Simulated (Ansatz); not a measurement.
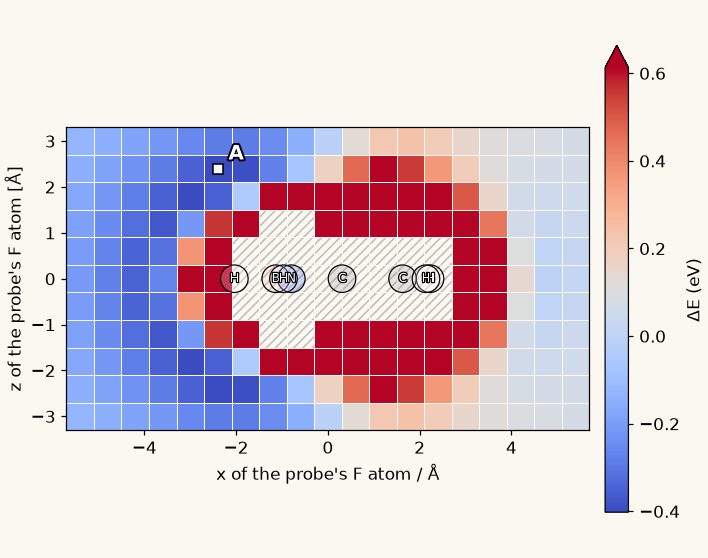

C₂H₄BN (SMILES C=C1BN1) with the probe F-. The probe is moved over the plane through the molecule's long axis and the normal of its main plane. First axis: x of the probe's F atom. Second axis: z of the probe's F atom. Nothing is relaxed (molecule and probe rigid). The scan uses a 19 × 11 grid; 171 points were computed and 10 follow by symmetry. At 28 points there is no value (left out of the scan, as a rule where atoms come close). Points are written as (first, second). Energies: eV, counted from molecule and probe far apart, each relaxed in its own basis (no counterpoise correction). Energies and slopes of some neighbouring points disagree (a jump in structure or state, or too coarse a mesh). These are results of RHF/def2-SVPD (Ansatz), not measurements.

The picture shows one coloured cell a grid point, labelled circles for the molecule's atoms, projected on the plane, one colour for all values above the top of the scale, hatched blanks where no value was computed, the point A.

Is A at rest? If not, where is it pushed?

A, at (−2.4 Å, 2.4 Å), is not a stationary point. The computed force is 0.16 eV/Å in the plane, pointing down in the picture (components 0.05 and −0.15 eV/Å).
